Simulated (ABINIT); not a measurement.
# GaP (F-43m): G0W0 with ABINIT, start to end, part 2 of 3

Wanted: ground state, empty states, screening and self-energy for GaP (F-43m).

ABINIT 10.8.3; PBE and many-body steps on it, plane waves. Known limits of the many-body steps: not at the basis limit; exchange with frozen shells missing; no spin-orbit coupling; coarse k mesh.

So far. Step 2 (Ground state): The gap is indirect, with the least direct gap 0.16 eV higher.

### 3. Bands along the symmetry lines

Level of this step: DFT, PBE, plane waves, norm-conserving pseudopotentials (ABINIT).

The cheap functional maps the bands first; the places of the edges decide which points the dearer methods must see.

run.abi

```
acell 3*1.0 Angstrom
rprim 
  0.000000000000 2.725250000000 2.725250000000
  2.725250000000 0.000000000000 2.725250000000
  2.725250000000 2.725250000000 0.000000000000
ntypat 2
znucl 31 15
natom 2
typat 1 2
xred 
  0.000000000000 0.000000000000 0.000000000000
  0.250000000000 0.250000000000 0.250000000000
pp_dirpath "pseudos"
pseudos "Ga.upf, P.upf"
ecut 36
iscf -2
irdden 1
kptopt 0
nkpt 50
kpt 
  0.00000000 0.00000000 0.00000000
  -0.06250000 -0.06250000 0.00000000
  -0.12500000 -0.12500000 0.00000000
  -0.18750000 -0.18750000 0.00000000
  -0.25000000 -0.25000000 0.00000000
  -0.31250000 -0.31250000 0.00000000
  -0.37500000 -0.37500000 0.00000000
  -0.43750000 -0.43750000 0.00000000
  -0.50000000 -0.50000000 0.00000000
  -0.48437500 -0.48437500 0.03125000
  -0.46875000 -0.46875000 0.06250000
  -0.45312500 -0.45312500 0.09375000
  -0.43750000 -0.43750000 0.12500000
  -0.42187500 -0.42187500 0.15625000
  -0.40625000 -0.40625000 0.18750000
  -0.39062500 -0.39062500 0.21875000
  -0.37500000 -0.37500000 0.25000000
  -0.37500000 0.00000000 0.37500000
  -0.32812500 0.00000000 0.32812500
  -0.28125000 0.00000000 0.28125000
  -0.23437500 0.00000000 0.23437500
  -0.18750000 0.00000000 0.18750000
  -0.14062500 0.00000000 0.14062500
  -0.09375000 0.00000000 0.09375000
  -0.04687500 0.00000000 0.04687500
  0.00000000 0.00000000 0.00000000
  0.00000000 0.00000000 0.06250000
  0.00000000 0.00000000 0.12500000
  0.00000000 0.00000000 0.18750000
  0.00000000 0.00000000 0.25000000
  0.00000000 0.00000000 0.31250000
  0.00000000 0.00000000 0.37500000
  0.00000000 0.00000000 0.43750000
  -0.00000000 -0.00000000 0.50000000
  -0.06250000 -0.03125000 0.46875000
  -0.12500000 -0.06250000 0.43750000
  -0.18750000 -0.09375000 0.40625000
  -0.25000000 -0.12500000 0.37500000
  -0.31250000 -0.15625000 0.34375000
  -0.37500000 -0.18750000 0.31250000
  -0.43750000 -0.21875000 0.28125000
  -0.50000000 -0.25000000 0.25000000
  -0.50000000 -0.28125000 0.21875000
  -0.50000000 -0.31250000 0.18750000
  -0.50000000 -0.34375000 0.15625000
  -0.50000000 -0.37500000 0.12500000
  -0.50000000 -0.40625000 0.09375000
  -0.50000000 -0.43750000 0.06250000
  -0.50000000 -0.46875000 0.03125000
  -0.50000000 -0.50000000 0.00000000
istwfk *1
nband 16
nbdbuf 2
tolwfr 1e-08
nstep 40
prtwf 0
prtvol 0
indata_prefix "in"
outdata_prefix "out"
tmpdata_prefix "tmp"
```

Run with:

```bash
OMP_NUM_THREADS=1 mpirun -n 4 abinit run.abi > log
```

Numbers of over 12 decimals in the logs are rounded to 6 here.

Output:

```text
.Version 10.8.3 of ABINIT. v10.8.2 released Aug 2026.

 Symmetries : space group F-4 3 m (#216); Bravais cF (face-center cubic)
[... echo of the input left out ...]
== DATASET  1 ==================================================================
-   mpi_nproc: 4, omp_nthreads: 1 (-1 if OMP is not activated)

--- !DatasetInfo
iteration_state: {dtset: 1, }
dimensions: {natom: 2, nkpt: 50, mband: 16, nsppol: 1, nspinor: 1, nspden: 1, mpw: 2838, }
cutoff_energies: {ecut:  36.0, pawecutdg:  -1.0, }
electrons: {nelect:   1.80000000E+01, charge:   0.00000000E+00, occopt:   1.00000000E+00, tsmear:   1.00000000E-02, }

 Real(R)+Recip(G) space primitive vectors, cartesian coordinates (Bohr,Bohr^-1):
 R(1)=  0.0000000  5.1499761  5.1499761  G(1)= -0.0970878  0.0970878  0.0970878
 R(2)=  5.1499761  0.0000000  5.1499761  G(2)=  0.0970878 -0.0970878  0.0970878
 R(3)=  5.1499761  5.1499761  0.0000000  G(3)=  0.0970878  0.0970878 -0.0970878
 Unit cell volume ucvol=  2.7317795E+02 bohr^3
 Angles (23,13,12)=  6.00000000E+01  6.00000000E+01  6.00000000E+01 degrees

 getcut: wavevector=  0.0000  0.0000  0.0000  ngfft=  40  40  40
         ecut(hartree)=     36.000   => boxcut(ratio)=   2.03340

--- Pseudopotential description ------------------------------------------------
- Ga Generated using ONCVPSP code by D. R. Hamann
- 31.00000  13.00000  171031                  znucl, zion, pspdat
12 -101130 2 -1 1902                          pspcod,pspxc,lmax,lloc,mmax
     nproj     2     2     2
  pspatm : epsatm=   24.69408211
         --- l  ekb(1:nproj) -->
             0    7.029782    1.144675
             1    6.805229    1.288163
             2   -8.378254   -2.820764
 pspatm: atomic psp has been read  and splines computed

- P Generated using ONCVPSP code by D. R. Hamann
- 15.00000   5.00000  171031                  znucl, zion, pspdat
12 -101130 2 -1 1298                          pspcod,pspxc,lmax,lloc,mmax
     nproj     2     2     2
  pspatm : epsatm=    8.05910421
         --- l  ekb(1:nproj) -->
[...]
pspatm: atomic psp has been read  and splines computed

--------------------------------------------------------------------------------

================================================================================
 prteigrs : about to open file out_EIG
 Non-SCF case, kpt    1 (  0.00000  0.00000  0.00000), residuals and eigenvalues=
  3.83E-09  6.02E-09  2.17E-09  5.46E-09  7.14E-09  2.29E-09  3.97E-09  6.16E-09
  9.12E-09  5.83E-09  2.84E-09  4.97E-09  9.17E-09  2.99E-09  2.25E-06  1.53E-06
 -3.7540E-01 -3.7540E-01 -3.7540E-01 -3.7183E-01 -3.7183E-01 -2.9902E-01
  1.6012E-01  1.6012E-01  1.6012E-01  2.2689E-01  3.0296E-01  3.0296E-01
  3.0296E-01  4.8389E-01  5.1759E-01  5.1759E-01
 Non-SCF case, kpt    2 ( -0.06250 -0.06250  0.00000), residuals and eigenvalues=
  8.14E-09  5.96E-09  7.80E-09  4.25E-09  6.24E-09  2.18E-09  7.89E-09  5.26E-09
[...]
-3.7563E-01 -3.7532E-01 -3.7532E-01 -3.7188E-01 -3.7180E-01 -2.9652E-01
[...]
3.1278E-01  4.9421E-01  4.9794E-01  5.1983E-01
 Non-SCF case, kpt    3 ( -0.12500 -0.12500  0.00000), residuals and eigenvalues=
[...]
3.3762E-01  4.5741E-01  5.2651E-01  5.3018E-01
[...]
Non-SCF case, kpt   49 ( -0.50000 -0.46875  0.03125), residuals and eigenvalues=
[...]
Non-SCF case, kpt   50 ( -0.50000 -0.50000  0.00000), residuals and eigenvalues=
[...]
-3.7971E-01 -3.7315E-01 -3.7301E-01 -3.7301E-01 -3.7104E-01 -1.9013E-01
 -8.8115E-02  6.1534E-02  6.1534E-02  2.2085E-01  2.2709E-01  5.4873E-01
[...]
--- !ResultsGS
iteration_state: {dtset: 1, }
comment   : Summary of ground state results
lattice_vectors:
- [  0.0000000,   5.1499761,   5.1499761, ]
- [  5.1499761,   0.0000000,   5.1499761, ]
- [  5.1499761,   5.1499761,   0.0000000, ]
lattice_lengths: [   7.28317,    7.28317,    7.28317, ]
lattice_angles: [ 60.000,  60.000,  60.000, ] # degrees, (23, 13, 12)
lattice_volume:   2.7317795E+02
convergence: {deltae:  0.000E+00, res2:  0.000E+00, residm:  9.976E-09, diffor:  0.000E+00, }
etotal    :  -8.34276425E+01
entropy   :   0.00000000E+00
fermie    :   1.60120980E-01
cartesian_stress_tensor: null
pressure_GPa: null
xred      :
- [  0.0000E+00,   0.0000E+00,   0.0000E+00, Ga]
- [  2.5000E-01,   2.5000E-01,   2.5000E-01,  P]
cartesian_forces: null
force_length_stats: {min: null, max: null, mean: null, }

 Integrated electronic density in atomic spheres:
 ------------------------------------------------
 Atom  Sphere_radius  Integrated_density
[...]
================================================================================

 ----iterations are completed or convergence reached----

 Mean square residual over all n,k,spin=   54.907E-10; max=  99.761E-10
 reduced coordinates (array xred) for    2 atoms
       0.000000000000      0.000000000000      0.000000000000
       0.250000000000      0.250000000000      0.250000000000

 cartesian coordinates (angstrom) at end:
    1      0.000000     0.000000     0.000000
    2      1.362625     1.362625     1.362625
 length scales=  1.889726125908  1.889726125908  1.889726125908 bohr
              =  1.000000000000  1.000000000000  1.000000000000 angstroms
 prteigrs : about to open file out_EIG
 Eigenvalues (hartree) for nkpt=  50  k points:
 kpt#   1, nband= 16, wtk=  1.00000, kpt=  0.0000  0.0000  0.0000 (reduced coord)
[...]
kpt#   2, nband= 16, wtk=  1.00000, kpt= -0.0625 -0.0625  0.0000 (reduced coord)
[...]
kpt#   3, nband= 16, wtk=  1.00000, kpt= -0.1250 -0.1250  0.0000 (reduced coord)
[...]
kpt#  49, nband= 16, wtk=  1.00000, kpt= -0.5000 -0.4687  0.0313 (reduced coord)
[...]
kpt#  50, nband= 16, wtk=  1.00000, kpt= -0.5000 -0.5000  0.0000 (reduced coord)
  -0.37971   -0.37315   -0.37301   -0.37301   -0.37104   -0.19013   -0.08812    0.06153
   0.06153    0.22085    0.22709    0.54873    0.54873    0.57118    0.61281    0.63428

== END DATASET(S) ==============================================================
================================================================================

 -outvars: echo values of variables after computation  --------
            nband          16
             nkpt          50
          spgroup         216
 [... the other variables as echoed above ...]

 Calculation completed.
```

Wall time 10 s (4 MPI ranks of Intel Xeon 6975P-C (Granite Rapids), shared host); peak memory 0.31 GiB; 41 s of CPU time.

Numbers from this step:

```
gap                        : 1.593 eV
k of the valence top       : 0, 0, 0
k of the conduction bottom : -0.4375, -0.4375, 0
least direct gap           : 1.817 eV
```

The gap is 1.593 eV, −0.060 eV from the run before at this level.

The electronic bands at the labelled points (eV, zero at the top of the highest filled band):

```csv
point,band 6,band 7,band 8,band 9,band 10,band 11,band 12,band 13
Γ,-12.49,0.00,0.00,0.00,1.82,3.89,3.89,3.89
X,-9.53,-6.75,-2.68,-2.68,1.65,1.82,10.57,10.57
U,-9.57,-6.55,-3.94,-2.25,2.19,4.80,8.23,8.26
jump to K,-9.57,-6.55,-3.94,-2.25,2.19,4.80,8.23,8.26
Γ,-12.49,0.00,0.00,0.00,1.82,3.89,3.89,3.89
L,-10.43,-6.63,-1.12,-1.12,1.67,4.72,4.72,8.29
W,-9.44,-6.55,-3.58,-3.42,4.70,4.86,6.10,6.15
X,-9.53,-6.75,-2.68,-2.68,1.65,1.82,10.57,10.57
```

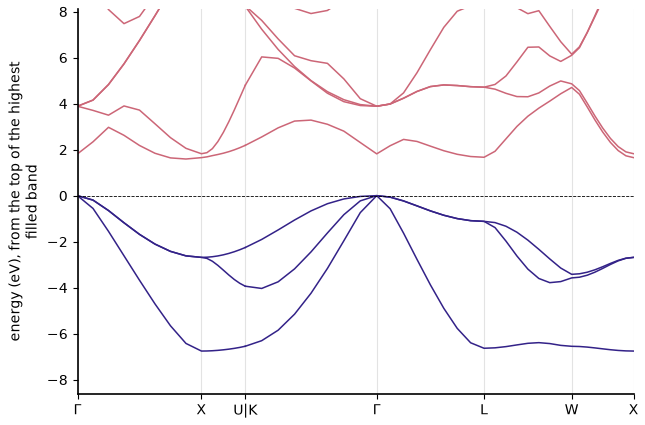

Electronic bands along the path; lines of filled and empty bands in two colours.

### 4. Empty states on the mesh, 4×4×4 mesh, 50 bands

The sums over transitions need many empty states on a uniform mesh; this step solves for them.

run.abi

```
acell 3*1.0 Angstrom
rprim 
  0.000000000000 2.725250000000 2.725250000000
  2.725250000000 0.000000000000 2.725250000000
  2.725250000000 2.725250000000 0.000000000000
ntypat 2
znucl 31 15
natom 2
typat 1 2
xred 
  0.000000000000 0.000000000000 0.000000000000
  0.250000000000 0.250000000000 0.250000000000
pp_dirpath "pseudos"
pseudos "Ga.upf, P.upf"
ecut 36
ngkpt 4 4 4
nshiftk 1
shiftk 0 0 0
kptopt 1
chksymbreak 0
iscf -2
irdden 1
istwfk *1
nband 50
nbdbuf 4
tolwfr 1e-09
nstep 60
prtvol 0
indata_prefix "in"
outdata_prefix "out"
tmpdata_prefix "tmp"
```

Output:

```text
.Version 10.8.3 of ABINIT. v10.8.2 released Aug 2026.

 Symmetries : space group F-4 3 m (#216); Bravais cF (face-center cubic)
[... echo of the input left out ...]
== DATASET  1 ==================================================================
-   mpi_nproc: 4, omp_nthreads: 1 (-1 if OMP is not activated)

--- !DatasetInfo
iteration_state: {dtset: 1, }
dimensions: {natom: 2, nkpt: 8, mband: 50, nsppol: 1, nspinor: 1, nspden: 1, mpw: 2832, }
cutoff_energies: {ecut:  36.0, pawecutdg:  -1.0, }
electrons: {nelect:   1.80000000E+01, charge:   0.00000000E+00, occopt:   1.00000000E+00, tsmear:   1.00000000E-02, }

 Real(R)+Recip(G) space primitive vectors, cartesian coordinates (Bohr,Bohr^-1):
 R(1)=  0.0000000  5.1499761  5.1499761  G(1)= -0.0970878  0.0970878  0.0970878
 R(2)=  5.1499761  0.0000000  5.1499761  G(2)=  0.0970878 -0.0970878  0.0970878
 R(3)=  5.1499761  5.1499761  0.0000000  G(3)=  0.0970878  0.0970878 -0.0970878
 Unit cell volume ucvol=  2.7317795E+02 bohr^3
 Angles (23,13,12)=  6.00000000E+01  6.00000000E+01  6.00000000E+01 degrees

 getcut: wavevector=  0.0000  0.0000  0.0000  ngfft=  40  40  40
         ecut(hartree)=     36.000   => boxcut(ratio)=   2.03340

--- Pseudopotential description ------------------------------------------------
- Ga Generated using ONCVPSP code by D. R. Hamann
- 31.00000  13.00000  171031                  znucl, zion, pspdat
12 -101130 2 -1 1902                          pspcod,pspxc,lmax,lloc,mmax
     nproj     2     2     2
  pspatm : epsatm=   24.69408211
         --- l  ekb(1:nproj) -->
             0    7.029782    1.144675
             1    6.805229    1.288163
             2   -8.378254   -2.820764
 pspatm: atomic psp has been read  and splines computed

- P Generated using ONCVPSP code by D. R. Hamann
- 15.00000   5.00000  171031                  znucl, zion, pspdat
12 -101130 2 -1 1298                          pspcod,pspxc,lmax,lloc,mmax
     nproj     2     2     2
  pspatm : epsatm=    8.05910421
         --- l  ekb(1:nproj) -->
[...]
pspatm: atomic psp has been read  and splines computed

--------------------------------------------------------------------------------

================================================================================
 prteigrs : about to open file out_EIG
 Non-SCF case, kpt    1 (  0.00000  0.00000  0.00000), residuals and eigenvalues=
  2.54E-10  9.17E-10  9.70E-10  1.95E-10  6.31E-10  5.46E-10  2.00E-10  2.43E-10
  8.14E-10  2.89E-10  1.97E-10  2.90E-10  7.07E-10  3.40E-10  2.14E-10  2.50E-10
  1.40E-10  3.13E-10  5.63E-10  3.03E-10  1.54E-10  6.30E-10  8.50E-10  3.20E-10
[...]
6.08E-07  1.34E-05
 -3.7540E-01 -3.7540E-01 -3.7540E-01 -3.7183E-01 -3.7183E-01 -2.9902E-01
  1.6012E-01  1.6012E-01  1.6012E-01  2.2689E-01  3.0296E-01  3.0296E-01
  3.0296E-01  4.8389E-01  5.1759E-01  5.1759E-01  6.1777E-01  6.1777E-01
[...]
1.6264E+00  1.7321E+00  1.7321E+00  1.7321E+00  1.7876E+00  1.8086E+00
  1.8086E+00  1.8086E+00  1.8272E+00  1.8272E+00  1.8272E+00  1.8516E+00
  1.8516E+00  1.8516E+00
 prteigrs : prtvol=0 or 1, do not print more k-points.

--- !ResultsGS
iteration_state: {dtset: 1, }
comment   : Summary of ground state results
lattice_vectors:
- [  0.0000000,   5.1499761,   5.1499761, ]
- [  5.1499761,   0.0000000,   5.1499761, ]
- [  5.1499761,   5.1499761,   0.0000000, ]
lattice_lengths: [   7.28317,    7.28317,    7.28317, ]
lattice_angles: [ 60.000,  60.000,  60.000, ] # degrees, (23, 13, 12)
lattice_volume:   2.7317795E+02
convergence: {deltae:  0.000E+00, res2:  0.000E+00, residm:  9.934E-10, diffor:  0.000E+00, }
etotal    :  -8.34276425E+01
entropy   :   0.00000000E+00
fermie    :   1.60120980E-01
cartesian_stress_tensor: null
pressure_GPa: null
xred      :
- [  0.0000E+00,   0.0000E+00,   0.0000E+00, Ga]
- [  2.5000E-01,   2.5000E-01,   2.5000E-01,  P]
cartesian_forces: null
force_length_stats: {min: null, max: null, mean: null, }

 Integrated electronic density in atomic spheres:
 ------------------------------------------------
 Atom  Sphere_radius  Integrated_density
[...]
================================================================================

 ----iterations are completed or convergence reached----

 Mean square residual over all n,k,spin=   46.249E-11; max=  99.337E-11
 reduced coordinates (array xred) for    2 atoms
       0.000000000000      0.000000000000      0.000000000000
       0.250000000000      0.250000000000      0.250000000000

 cartesian coordinates (angstrom) at end:
    1      0.000000     0.000000     0.000000
    2      1.362625     1.362625     1.362625
 length scales=  1.889726125908  1.889726125908  1.889726125908 bohr
              =  1.000000000000  1.000000000000  1.000000000000 angstroms
 prteigrs : about to open file out_EIG
 Eigenvalues (hartree) for nkpt=   8  k points:
 kpt#   1, nband= 50, wtk=  0.01563, kpt=  0.0000  0.0000  0.0000 (reduced coord)
[...]
1.59224    1.59224    1.62637    1.62637    1.62637    1.73208    1.73208    1.73208
   1.78756    1.80857    1.80857    1.80857    1.82721    1.82721    1.82721    1.85157
   1.85158    1.85161
 prteigrs : prtvol=0 or 1, do not print more k-points.

== END DATASET(S) ==============================================================
================================================================================

 -outvars: echo values of variables after computation  --------
            nband          50
             nkpt           8
          spgroup         216
 [... the other variables as echoed above ...]

 Calculation completed.
```

It took 8.1 s on 4 MPI ranks; peak memory 0.3 GiB.

This step gave:

| Quantity | Value |
| --- | --- |
| gap | 1.653 eV |
| k of the valence top | 0, 0, 0 |
| k of the conduction bottom | 0.5, 0.5, 0 |
| least direct gap | 1.817 eV |
| k points computed | 8 |
| lowest point of the top converged band, above the valence top | 45.23 eV |

On this mesh the gap is 1.653 eV.

### 5. Screening, 4×4×4 mesh, 46 bands, screening to 106.1 eV

The RPA dielectric matrix is built and inverted for each q.

This step: RPA screening on PBE, plane waves, norm-conserving pseudopotentials.

run.abi: that of step 4 with these lines changed.

```diff
@@ -20,10 +20,11 @@
 chksymbreak 0
-iscf -2
-irdden 1
 istwfk *1
-nband 50
-nbdbuf 4
-tolwfr 1e-09
-nstep 60
-prtvol 0
+occopt 1
+irdwfk 1
+optdriver 3
+nband 46
+ecuteps 3.9
+inclvkb 2
+awtr 1
+symchi 1
 indata_prefix "in"
```

Output:

```text
.Version 10.8.3 of ABINIT. v10.8.2 released Aug 2026.

 Symmetries : space group F-4 3 m (#216); Bravais cF (face-center cubic)
[... echo of the input left out ...]
== DATASET  1 ==================================================================
-   mpi_nproc: 4, omp_nthreads: 1 (-1 if OMP is not activated)

--- !DatasetInfo
iteration_state: {dtset: 1, }
dimensions: {natom: 2, nkpt: 8, mband: 46, nsppol: 1, nspinor: 1, nspden: 1, mpw: 2832, }
cutoff_energies: {ecut:  36.0, pawecutdg:  -1.0, }
electrons: {nelect:   1.80000000E+01, charge:   0.00000000E+00, occopt:   1.00000000E+00, tsmear:   1.00000000E-02, }

 SCREENING: Calculation of the susceptibility and dielectric matrices

 Based on a program developped by R.W. Godby, V. Olevano, G. Onida, and L. Reining.
 Incorporated in ABINIT by V. Olevano, G.-M. Rignanese, and M. Torrent.
.Using double precision arithmetic ; gwpc =  8

[... cell and pseudopotentials left out ...]
--------------------------------------------------------------------------------

 ==== K-mesh for the wavefunctions ====
 Number of points in the irreducible wedge :     8
[... list of points left out ...]
 Together with 24 symmetry operations and time-reversal symmetry
 yields    64 points in the full Brillouin Zone.

 ==== Q-mesh for the screening function ====
 Number of points in the irreducible wedge :     8
[... list of points left out ...]
 Together with 24 symmetry operations and time-reversal symmetry
 yields    64 points in the full Brillouin Zone.

 setmesh: FFT mesh size selected  =    25x   25x   25
          total number of points  =        15625

 vcoul_init : cutoff-mode = AUXILIARY_FUNCTION
 q-points for optical limit:   1
     1)      0.000010    0.000020    0.000030

- screening: taking advantage of time-reversal symmetry
- Maximum band index for partially occupied states nbvw = 9
- Remaining bands to be divided among processors   nbcw = 37
- Number of bands treated by each node ~9

 Number of electrons calculated from density =   18.0000; Expected =   18.0000
 average of density, n =  0.065891
 r_s =    1.5359
 omega_plasma =   24.7610 [eV]

 calculating chi0 at frequencies [eV] :
  1    0.000000E+00    0.000000E+00
  2    0.000000E+00    2.476105E+01

--------------------------------------------------------------------------------
  q-point number  1        q = ( 0.000000, 0.000000, 0.000000) [r.l.u.]
--------------------------------------------------------------------------------
[... chi0 elements left out ...]
 For q-point:  0.000010 0.000020 0.000030
  dielectric constant =  18.0154
  dielectric constant without local fields =  19.5900

  Average fulfillment of the sum rule on Im[epsilon] for q-point    1 :     42.67  [%]
[... wings left out ...]
  q-point number  2        q = ( 0.250000, 0.000000, 0.000000) [r.l.u.]
--------------------------------------------------------------------------------
[... chi0 elements left out ...]
  Average fulfillment of the sum rule on Im[epsilon] for q-point    2 :     54.73  [%]

 [... 6 further q-points ...]
```

It took 6.4 s on 4 MPI ranks; peak memory 0.48 GiB.

Numbers from this step:

- ε∞ with local fields, on this mesh, along the program's q direction: 18.02
- the same without local fields: 19.59
- plasma frequency: 24.76 eV
- plane waves in the screening matrix: 113

Local fields lower ε∞ by 8 %. On a Γ-centred mesh this coarse the value itself is usually too large, while a short band sum pulls it down.

[end of part 2 of 3]

[Paths, hosts, dates, memory and timing lines, banners, echoed tables and standing remarks are left out of the program output.]

[Logs are printed without paths, hosts, clocks, repeated set-up lines and the standing remarks that a program may print on its own settings, such as how far it seeks lower states.]

[Runs of the session that timed out or met a known fault of the program may be left out.]

[Hosts, paths, dates, database ids (printed as entryN), source tags and the programs' standing remarks are cut or masked in the printed files.]

[G0W0 gaps are taken among the corrected bands and points alone; a level outside them can change the order at an edge.]

[Where Ansatz stands beside ABINIT at settings called matched, ABINIT's density can come from a denser mesh and the files from another edition; pairs whose starting gaps differed by over 0.03 eV were left out, so agreement reads better than it is.]
